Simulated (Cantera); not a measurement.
Feed: 1 mol SiCl4, 0.71 mol HCl, a varied amount of H2, at 1048.15 K and 0.410 bar.

Method: chemical equilibrium by Gibbs-energy minimisation in Cantera with the NASA 1993 tables (ideal gas, pure condensed phases). Candidate condensed phases: Si; 19 gas species. The tables' values for SiCl3 are old estimates; treat these amounts as uncertain. Rates play no part.

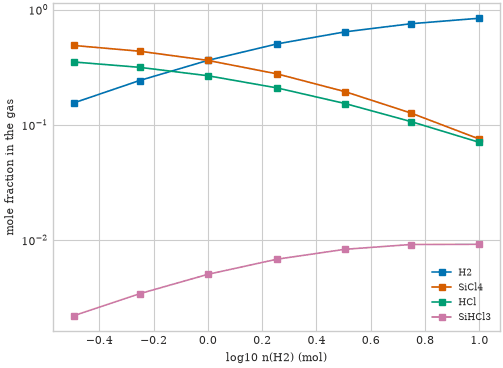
Figure: Equilibrium gas composition (values under 1e-9 drawn at 1e-9)

From 0.32 mol H2 to 10 mol H2 nothing is condensed. The main Si-bearing gas is SiCl4 throughout.
